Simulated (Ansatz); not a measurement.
# SiPbS3 (model cell, started as cubic perovskite with Si in the octahedra): following an unstable mode, part 3 of 3

Wanted: the energy along a soft mode of SiPbS3 (model cell, started as cubic perovskite with Si in the octahedra) and the structure at the end.

Ansatz 0.2.0; DFT PBEsol, scalar-relativistic, plane waves, PAW; PAW set soft_1.

So far. Step 4 (The mode frozen in, largest atomic shift 0.45 Å): The run ends at a pressure of -0.18 GPa, with forces up to 0.032 eV/Å. Step 5 (Energy along the mode, all amplitudes (two of the runs …): The lowest of the steps tried is at 0.45 Å, 62.5 meV/atom below the parent; the bottom of the well need not coincide with a step.

The structure was built from a prototype and need not be the compound's stable phase.

In doubt: the program warns that the response may not be converged on this k-mesh (step 8), which bears on the force constants and all frequencies.

## (7) The new phase in its own primitive cell

The relaxed structure is symmetrised, reduced to its primitive cell and relaxed tightly, as its phonons need.

Contents of input.yaml:

```yaml
crystal:
  lattice:
    - [6.1684079543, 0.0, 0.0]
    - [0.0, 6.1684079543, 0.0]
    - [0.0, 0.0, 5.0235857336]
  atoms:
    - { symbol: Pb, position: [0.5, 0.0, 0.0] }
    - { symbol: Pb, position: [0.0, 0.5, 0.0] }
    - { symbol: Si, position: [0.0, 0.0, 0.5] }
    - { symbol: Si, position: [0.5, 0.5, 0.5] }
    - { symbol: S, position: [0.1836029794, 0.6836029794, 0.5] }
    - { symbol: S, position: [0.8163970206, 0.3163970206, 0.5] }
    - { symbol: S, position: [0.3163970206, 0.1836029794, 0.5] }
    - { symbol: S, position: [0.6836029794, 0.8163970206, 0.5] }
    - { symbol: S, position: [0.0, 0.0, 0.0] }
    - { symbol: S, position: [0.5, 0.5, 0.0] }
kpoints:
  mp_grid: { grid: [6, 6, 6] }
hamiltonian:
  xc: pbesol
  pseudopotentials: { kind: paw, azcp: { folder: soft_1 }, xc_functional: pbe }
scf:
  occupations: { method: fixed }
output:
  forces: true
  stress: true
  eigenvalues: true
relax:
  adjacent_minimum: "off"
  f_tol: 0.001
  max_steps: 60
  cell: { stress_tol: 0.01 }
```

Command:

```sh
> ansatz run input.yaml --threads 8 --pin off --max-ram 16384MiB --backend cpu --events-out ev --progress --plain --runs-dir out
```

Numbers of over 12 decimals in the logs are rounded to 6 here.

The program printed:

```text
[...]
Crystal: 10 atoms, lattice volume = 191.144 Å³
Basis set: ecut = 420 eV, 3773 PW (Γ), exchange–correlation on 90×90×72 points (8 copies of the dense FFT grid, shifted against one another)
Bands: 46, of which v1, the nominal top of the filled ones, is band 36 counted from 1 (35 counted from 0)
Symmetry: 16 space group operations
[...]
k-points: 40 of 216
[...]
atoms:
    - { symbol: Pb, position: [0.5, 0, 0.0] }
    - { symbol: Pb, position: [0, 0.5, 0.0] }
    - { symbol: Si, position: [0, 0, 0.5] }
    - { symbol: Si, position: [0.5, 0.5, 0.5] }
    - { symbol: S, position: [0.183632, 0.683632, 0.5] }
    - { symbol: S, position: [0.816368, 0.316368, 0.5] }
    - { symbol: S, position: [0.316368, 0.183632, 0.5] }
    - { symbol: S, position: [0.683632, 0.816368, 0.5] }
    - { symbol: S, position: [0, 0, 0.0] }
    - { symbol: S, position: [0.5, 0.5, 0.0] }
[key lines of the parts left out:]
SCF converged after 5 iterations
Free energy (F): -30070.280185 eV
Fermi energy:    8.815791 eV
P = ⅓ Tr σ = 0.0006 GPa (0.006 kbar)
```

Wall time 10 s (8 threads of Arm Neoverse V2, shared host); peak memory 0.85 GiB.

Little changed from the start: no atom moved by 0.005 Å and no cell edge by 0.1 %.

This step gave:

| Property | Result |
| --- | --- |
| pressure | 5.62e-4 GPa |
| gap on the k-mesh | 0.2777 eV |
| direct gap on mesh | 0.4457 eV |

The largest force component left is 0.060 meV/Å and the pressure is 0.001 GPa, within the tolerances set. The cell now holds 19.11 Å³/atom.

## (8) Modes of the new phase, k-mesh 6×6×6, occupations fixed

A relaxed structure may still be a saddle point, so its zone-centre modes are computed. The response to a homogeneous field gives the Born charges and the dielectric tensor.

Contents of input.yaml:

```yaml
crystal:
  lattice:
    - [6.1696983627, 0.0, 0.0]
    - [0.0, 6.1696983627, 0.0]
    - [0.0, 0.0, 5.0215666547]
  atoms:
    - { symbol: Pb, position: [0.5, 0.0, 0.0] }
    - { symbol: Pb, position: [0.0, 0.5, 0.0] }
    - { symbol: Si, position: [0.0, 0.0, 0.5] }
    - { symbol: Si, position: [0.5, 0.5, 0.5] }
    - { symbol: S, position: [0.1836319522, 0.6836319522, 0.5] }
    - { symbol: S, position: [0.8163680478, 0.3163680478, 0.5] }
    - { symbol: S, position: [0.3163680478, 0.1836319522, 0.5] }
    - { symbol: S, position: [0.6836319522, 0.8163680478, 0.5] }
    - { symbol: S, position: [0.0, 0.0, 0.0] }
    - { symbol: S, position: [0.5, 0.5, 0.0] }
kpoints:
  mp_grid: { grid: [6, 6, 6] }
hamiltonian:
  xc: pbesol
  pseudopotentials: { kind: paw, azcp: { folder: soft_1 }, xc_functional: pbe }
scf:
  occupations: { method: fixed }
output:
  eigenvalues: true
phonons:
  method: dfpt
  dielectric: true
  rigid_motions: translations
```

The program printed:

```text
[...]
Crystal: 10 atoms, lattice volume = 191.147 Å³
Basis set: ecut = 420 eV, 3773 PW (Γ), exchange–correlation on 96×96×72 points (8 copies of the dense FFT grid, shifted against one another)
Bands: 46, of which v1, the nominal top of the filled ones, is band 36 counted from 1 (35 counted from 0)
Symmetry: 16 space group operations
k-points: 112 of 216 (irreducible under 1 space group operation, time reversal used)
[...]
SCF iter   1: F=—  HF=-30071.082960 eV  |F-HF|=—  |Δ(HF+E_count)|=         —  Δρ=3.23e-2  dr2=2.69e0  ethr=3.10e-3  ⟨swp⟩=5.2  Hψ=21461  notcnv=0  defer=768
[...]
SCF iter  10: F=-30070.280185 eV  HF=-30070.280185 eV  |F-HF|=7.28e-12  |Δ(HF+E_count)|=  5.82e-11  Δρ=1.21e-7  dr2=2.65e-11  ethr=1.00e-12  ⟨swp⟩=19.5  Hψ=42302  notcnv=0
SCF 1 converged in 10 iterations: F = -30070.280185 eV  dr2 = 2.65e-11
[...]
DFPT response loops at Γ: preconditioner auto → Resta (q_TF=auto, 2.319 Å⁻¹)  ε∞=14.7 (no band partly filled); β = 1.00, the filter's whole step (`scf.mixing.beta` (0.50) is not read by the response loops at its default; to damp them type it under 1.00, their step now; it binds the ground state too); Broyden in place of MSR1
── the response to a field inside a basis, on 10×10×10 k-points: an SCF that follows is theirs, and a resumed run solves both again ──
Bands: 37, of which v1, the nominal top of the filled ones, is band 36 counted from 1 (35 counted from 0)
k-points: 75
[...]
Eigensolver: Dense (75 Hₖ)
SCF iter   1: F=—  HF=-30070.118200 eV  |F-HF|=—  |Δ(HF+E_count)|=         —  Δρ=3.18e-4  dr2=1.12e-4  ethr=1.00e-1
[...]
SCF iter   4: F=-30070.118202 eV  HF=-30070.118202 eV  |F-HF|=6.22e-10  |Δ(HF+E_count)|=   4.78e-9  Δρ=5.25e-6  dr2=5.53e-8  ethr=1.94e-9
SCF 1 converged in 4 iterations: F = -30070.118202 eV  dr2 = 5.53e-8
[...]
WARN: field response: inside a basis, on 10×10×10 points, no mesh in reach settles it: take ε∞, Z* and everything formed from them with what they may err, as stated (eps_inf_uncertainty, zstar_uncertainty_e), and compare with field_mesh: kpoints on a denser kpoints.mp_grid
WARN: field response: ε∞ stands inside a basis, on 10×10×10 points; the force constants stand on the 6×6×6 k-mesh, whose period is 8.35 times the interband length at k = (-0.5000, -0.5000, 0.0000), direct gap 0.446 eV, under 14: take them and everything formed from them as unconverged, and compare with a denser kpoints.mp_grid
SCF converged after 10 iterations
Free energy (F): -30070.280185 eV
[...]
Internal energy: -30070.280185 eV  (E = F + TS)
E sigma→0 (E₀):  -30070.280185 eV
Fermi energy:    8.815791 eV
[...]
--- Band table (eV; the first three rows and the last of 112) ---
  k-point 0: bands = [... 32 lower, 7.0479, 7.2842, 8.0218, 8.0218, 9.2008, 11.3960, 12.1686, 12.1686, ... 6 higher]
  k-point 1: bands = [... 32 lower, 7.2721, 8.1037, 8.1037, 8.2713, 9.2109, 11.5403, 12.2389, 12.2389, ... 6 higher]
  k-point 2: bands = [... 32 lower, 8.0342, 8.2622, 8.3876, 8.3876, 10.0453, 10.9965, 12.1162, 12.3151, ... 6 higher]
  k-point 111: bands = [... 32 lower, 7.5202, 7.5202, 8.8158, 8.8158, 10.1752, 10.1752, 10.4887, 10.4887, ... 6 higher]
--- Phonons (Γ-DFPT): 8 representative perturbations + reference, on 112 of 216 k-points (Σ response iterations 24) ---
  k mesh reduced under 1 symmetry operation, with k and −k counted as one. Each operation leaves every solved perturbation unchanged. A smaller set is not considered because the run solves the response to a homogeneous field
  ASR residual: 7.128e-5 → 0.000e0 eV/Å²; symmetrization residual: 8.973e-6 eV/Å²
  ASR residual per site (eV/Å²): 7.13e-5 7.13e-5 2.27e-5 2.27e-5 2.59e-5 2.59e-5 2.59e-5 2.59e-5 2.27e-5 2.27e-5
  Γ frequencies (cm⁻¹): -299.97 -284.22 -68.77 -68.77 -9.77 -9.77 0.00 0.00 0.00 31.27 31.27 34.39 87.58 109.12 109.12 170.94 178.49 178.49 206.19 206.19 220.60 220.63 239.49 251.56 280.89 368.54 377.09 377.09 391.91 391.91
  ε∞ (high-frequency dielectric tensor):
       25.147754     0.000000     0.000000
        0.000000    25.147754     0.000000
        0.000000     0.000000    17.015900
  softest optical mode at Γ: -299.97 cm⁻¹; the repairs (sum rule, projections) moved no ω² at Γ by more than (1.70 cm⁻¹)²
  Born effective charges Z* (e; rows j = field, columns β = displacement):
    site 0:
         4.57837   -0.87860    0.00000
        -0.87860    4.57837    0.00000
         0.00000    0.00000    5.07254
    site 1:
         4.57837    0.87860    0.00000
         0.87860    4.57837    0.00000
         0.00000    0.00000    5.07254
    site 2:
         4.83042   -0.53208    0.00000
         0.53208    4.83042    0.00000
         0.00000    0.00000    6.40616
    site 3:
         4.83042    0.53208    0.00000
        -0.53208    4.83042    0.00000
         0.00000    0.00000    6.40616
    site 4:
        -2.73587   -0.09975    0.00000
        -0.09975   -2.73587    0.00000
         0.00000    0.00000   -2.95445
    site 5:
        -2.73587   -0.09975    0.00000
        -0.09975   -2.73587    0.00000
         0.00000    0.00000   -2.95445
    site 6:
        -2.73587    0.09975    0.00000
         0.09975   -2.73587    0.00000
         0.00000    0.00000   -2.95445
    site 7:
        -2.73587    0.09975    0.00000
         0.09975   -2.73587    0.00000
         0.00000    0.00000   -2.95445
    site 8:
        -3.93705    0.30003    0.00000
        -0.30003   -3.93705    0.00000
         0.00000    0.00000   -5.56980
    site 9:
        -3.93705   -0.30003    0.00000
         0.30003   -3.93705    0.00000
         0.00000    0.00000   -5.56980
  Z* charge neutrality: 1.026e-1 e pre-enforcement
  solved inside a basis spanned on kpoints, on 10×10×10 k-points transformed towards the longest dipole, which do not settle them: ε∞ is read to err by 8.1e-1, Z* by 6.4e-1 e (field_mesh: kpoints solves on kpoints); Z* is corrected for what the basis lacks
  optical modes at Γ without the LO–TO term, one row a degenerate level:
      ω (cm⁻¹)  modes    IR ((D/Å)²/amu)
       -299.97      1           129.1011
       -284.22      1             0.0000
        -68.77      2             0.0126
         -9.77      2            42.2006
         31.27      2             4.3795
         34.39      1             0.0000
         87.58      1            13.8230
[...]
optical modes at Γ + LO–TO along q̂ = [1.0000, 0.0000, 0.0000]:
      ω (cm⁻¹)  modes    IR ((D/Å)²/amu)
[...]
optical modes at Γ + LO–TO along q̂ = [0.0000, 1.0000, 0.0000]:
      ω (cm⁻¹)  modes    IR ((D/Å)²/amu)
[...]
optical modes at Γ + LO–TO along q̂ = [0.0000, 0.0000, 1.0000]:
      ω (cm⁻¹)  modes    IR ((D/Å)²/amu)
[...]
170.94      1             0.0000
        178.49      2            44.7685
        188.46      1            89.3349
        206.19      2             0.0000
        220.60      1             0.0000
        220.63      1             0.0000
        239.51      1             0.0590
        251.56      1             0.0000
        280.89      1             0.0000
        368.54      1             0.0000
        377.09      2            24.1245
        391.91      2            39.2376
```

Run time: 2.8 min. Hardware: 8 threads; peak memory 3.9 GiB; 21 min of CPU time.

Numbers from this step:

* sum-rule residual before enforcement: 7.13e-5 eV/Å²
* miss of the charge sum rule: 0.1026 e
* estimated error of the dielectric tensor: 0.8073
* estimated error of the Born charges: 0.6443 e
* point group: 4/mmm
* highest optical mode at the zone centre (no LO-TO term): 391.9 cm⁻¹
* lowest optical zone-centre mode: -300.0 cm⁻¹
* mean high-frequency dielectric constant: 22.44
* largest Born charge (third of the trace): 5.356 e
* top of the zone-centre spectrum with the field: 409.3 cm⁻¹

Patterns of degenerate modes are one choice out of their space. Modes at Γ, with each element's share of the kinetic energy (negative means imaginary):

| mode | frequency (cm⁻¹) | symmetry | Pb % | Si % | S % |
| --- | --- | --- | --- | --- | --- |
| 1 | -300.0 | A2u | 0 | 73 | 27 |
| 2 | -284.2 | A1u | 0 | 83 | 17 |
| 3 | -68.8 | Eu | 13 | 2 | 86 |
| 4 | -68.8 | Eu | 13 | 2 | 86 |
| 5 | -9.8 | Eu | 34 | 3 | 63 |
| 6 | -9.8 | Eu | 34 | 3 | 63 |
| 7 | 0.0 | acoustic | 63 | 8 | 29 |
| 8 | 0.0 | acoustic | 63 | 8 | 29 |
| 9 | 0.0 | acoustic | 63 | 8 | 29 |
| 10 | 31.3 | Eu | 80 | 4 | 17 |
| 11 | 31.3 | Eu | 80 | 4 | 17 |
| 12 | 34.4 | B1u | 90 | 0 | 10 |
| 13 | 87.6 | A2u | 37 | 17 | 46 |
| 14 | 109.1 | Eu | 8 | 25 | 67 |
| 15 | 109.1 | Eu | 8 | 25 | 67 |
| 16 | 170.9 | B1u | 10 | 0 | 90 |
| 17 | 178.5 | Eu | 3 | 31 | 66 |
| 18 | 178.5 | Eu | 3 | 31 | 66 |
| 19 | 206.2 | Eg | 0 | 0 | 100 |
| 20 | 206.2 | Eg | 0 | 0 | 100 |
| 21 | 220.6 | A1g | 0 | 0 | 100 |
| 22 | 220.6 | A1u | 0 | 17 | 83 |
| 23 | 239.5 | A2u | 1 | 1 | 98 |
| 24 | 251.6 | B2g | 0 | 0 | 100 |
| 25 | 280.9 | B1g | 0 | 0 | 100 |
| 26 | 368.5 | A2g | 0 | 0 | 100 |
| 27 | 377.1 | Eu | 0 | 90 | 10 |
| 28 | 377.1 | Eu | 0 | 90 | 10 |
| 29 | 391.9 | Eu | 0 | 36 | 64 |
| 30 | 391.9 | Eu | 0 | 36 | 64 |

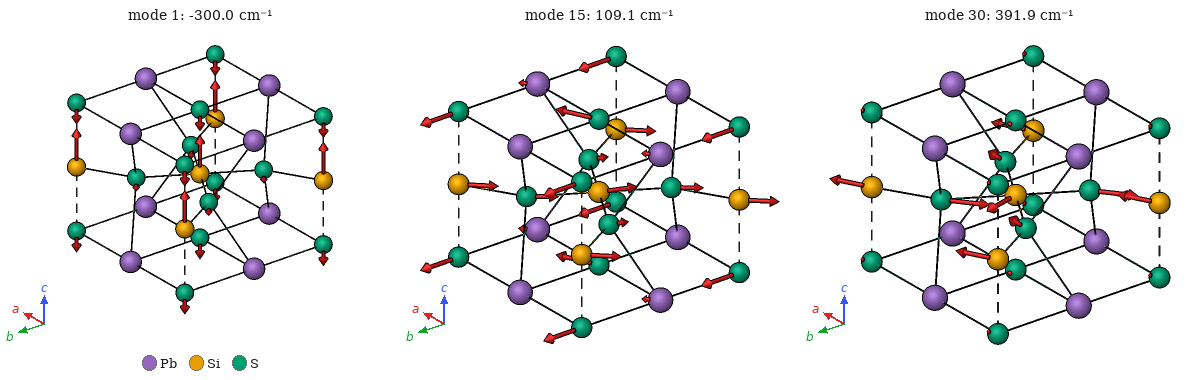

Displacement patterns of modes 1, 15 and 30 at Γ; arrows are exaggerated. Some periodic images of atoms are drawn too.

High-frequency dielectric tensor, which the program warns is not settled by the k meshes in reach. Tensor:

|  | x | y | z |
| --- | --- | --- | --- |
| x | 25.15 | 0 | 0 |
| y | 0 | 25.15 | 0 |
| z | 0 | 0 | 17.02 |

Optical modes at the zone centre, without and with the macroscopic field of the longitudinal modes; each column is sorted by frequency, so a row need not hold one and the same mode. Modes with and without the field, by row:

| rank among optical modes | no field (cm⁻¹) | q along (1, 0, 0) (cm⁻¹) | q along (0, 0, 1) (cm⁻¹) |
| --- | --- | --- | --- |
| 1 | -300 | -300 | -284.2 |
| 2 | -284.2 | -284.2 | -155.3 |
| 3 | -68.8 | -68.8 | -68.8 |
| 4 | -68.8 | -68.8 | -68.8 |
| 5 | -9.8 | -9.8 | -9.8 |
| 6 | -9.8 | 29.3 | -9.8 |
| 7 | 31.3 | 31.3 | 31.3 |
| 8 | 31.3 | 34.4 | 31.3 |
| 9 | 34.4 | 70.1 | 34.4 |
| 10 | 87.6 | 87.6 | 109.1 |
| 11 | 109.1 | 109.1 | 109.1 |
| 12 | 109.1 | 126.8 | 170.9 |
| 13 | 170.9 | 170.9 | 178.5 |
| 14 | 178.5 | 178.5 | 178.5 |
| 15 | 178.5 | 206.2 | 188.5 |
| 16 | 206.2 | 206.2 | 206.2 |
| 17 | 206.2 | 211.7 | 206.2 |
| 18 | 220.6 | 220.6 | 220.6 |
| 19 | 220.6 | 220.6 | 220.6 |
| 20 | 239.5 | 239.5 | 239.5 |
| 21 | 251.6 | 251.6 | 251.6 |
| 22 | 280.9 | 280.9 | 280.9 |
| 23 | 368.5 | 368.5 | 368.5 |
| 24 | 377.1 | 377.1 | 377.1 |
| 25 | 377.1 | 380.9 | 377.1 |
| 26 | 391.9 | 391.9 | 391.9 |
| 27 | 391.9 | 409.3 | 391.9 |

Born charge (rows field, columns displacement) (e), principal values of the symmetric part by kind of site:

| atom | atoms with these values | low | middle | high | mean |
| --- | --- | --- | --- | --- | --- |
| Pb1 | 2 | 3.70 | 5.07 | 5.46 | 4.74 |
| Si3 | 2 | 4.83 | 4.83 | 6.41 | 5.36 |
| S5 | 4 | -2.95 | -2.84 | -2.64 | -2.81 |
| S9 | 2 | -5.57 | -3.94 | -3.94 | -4.48 |

In full for Si3:

```
 4.83 -0.53  0.00
 0.53  4.83  0.00
 0.00  0.00  6.41
```

Transverse modes; imaginary modes are left out. Infrared lines, with heights relative to the strongest:

| position (cm⁻¹) | lines merged | relative intensity |
| --- | --- | --- |
| 31 | 1 | 10 |
| 34 | 1 | 0.0 |
| 88 | 1 | 31 |
| 109 | 1 | 46 |
| 171 | 1 | 0.0 |
| 178 | 1 | 100 |
| 206 | 1 | 0.0 |
| 221 | 2 | 0.0 |
| 240 | 1 | 0.0 |
| 252 | 1 | 0.0 |
| 281 | 1 | 0.0 |
| 368 | 1 | 0.0 |
| 377 | 1 | 54 |
| 392 | 1 | 88 |

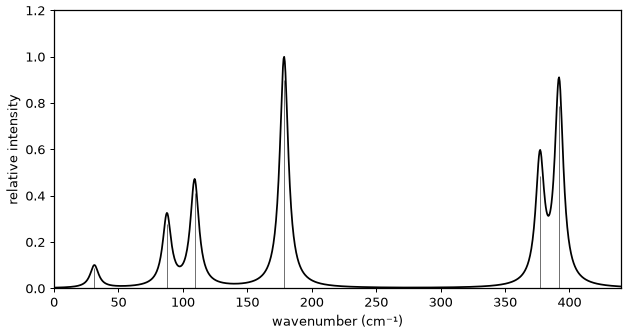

The infrared spectrum, broadened with Lorentzians of width 8 cm⁻¹; bars mark the lines.

Before it was imposed, the acoustic sum rule was missed by 7.1e-5 eV/Å² and the charge sum rule by 0.10 e. The charge miss is large and points to the mesh or the basis. The lowest optical mode is imaginary, 300.0i cm⁻¹, so the energy falls along it.

The log warns of the k mesh: “the force constants stand on the 6×6×6 k-mesh, whose period is 8.35 times the interband length at k = (-0.5000, -0.5000, 0.0000), direct gap 0.446 eV, under 14: take them and everything formed from them as unconverged”.

## (9) What came out

```
unstable mode of the parent                                                      : q = (0, -0.5, -0.5), 206i cm⁻¹
depth at the lowest point sampled                                                : 62.5 meV/atom
largest atomic shift at that point                                               : 0.45 Å
space group reached (within 0.01 Å)                                              : P4/mbm
energy gained over the parent (first relaxation, on the mesh of the frozen mode) : 110 meV/atom
volume per atom, phase reached                                                   : 19.1 Å³
gap on the k-mesh, phase reached                                                 : 0.278 eV
lowest optical zone-centre mode, phase reached                                   : -300 cm⁻¹
highest optical mode at the zone centre (no LO-TO term), phase reached           : 392 cm⁻¹
```

**Reading.** Along this mode the structure falls into P4/mbm, 110 meV/atom below the parent. At the parent's cell the well is 62.50 meV/atom deep on the steps tried, with its lowest point at a shift of 0.45 Å. Relaxing atoms and cell changes the gain by +47.20 meV/atom against the lowest step (energies at zero smearing). The new phase still has an imaginary mode at the zone centre of its cell, so it is a saddle point on the way to a lower structure. Of the 2 patterns followed to their end from this parent, this one reaches the lowest energy. Each path keeps the symmetry of its pattern, so a lower phase may lie along a pattern not tried. With the field response the log warns that the k mesh is coarse for the force constants too, so the frequencies may not be converged. With no gap, or one that is small against the smearing, the frequencies hang on the k mesh and the smearing, most of all near Kohn anomalies. In at least one run the field response is not settled by the k meshes in reach, so its dielectric tensor, Born charges and longitudinal modes are rough. Spin-orbit coupling is left out, which can matter for the heavy elements here. The PAW files were made for PBE and serve the other functionals too. A phonon run warned that its eigensolver left some bands unconverged in a pass. The starting cell was built on a prototype and not taken from a measurement, so the phase need not exist.

[Logs are printed without paths, hosts, clocks, repeated set-up lines and the standing remarks that a program may print on its own settings, such as how far it seeks lower states.]

[Hosts, paths, dates, database ids (printed as entryN), source tags and the programs' standing remarks are cut or masked in the printed files.]
